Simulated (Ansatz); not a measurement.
**Response to strain in W3N4**

Start from W₃N₄ (space group Pm-3m, No. 221; a = 4.215 Å). Axes: x, y, z lie along the cube axes.

Strains are applied to the cell and any free atomic positions relax; under biaxial strain the out-of-plane vector relaxes too.

Level of theory: DFT with PBE, PAW potentials and a 420 eV plane-wave cutoff in Ansatz (a first-principles code), spin-orbit coupling left out.

Notes on the quantities. pressure: mean of the normal stresses, compression positive.

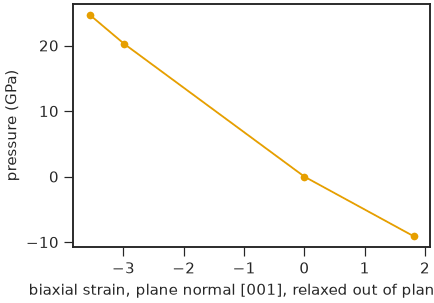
Figure: Pressure against biaxial strain, plane normal [001], relaxed out of plane

| biaxial strain, plane normal [001], relaxed out of plane (%) | pressure |
|---|---|
| -3.56 | 24.7 GPa |
| -2.99 | 20.3 GPa |
| 1.81 | -9.1 GPa |

Without a gap, meshes like the base's 11×11×11 leave anisotropic stresses uncertain by several tenths of a GPa, and small strain energies with them. No phonon test of stability was made. The final runs are not spin-polarised.
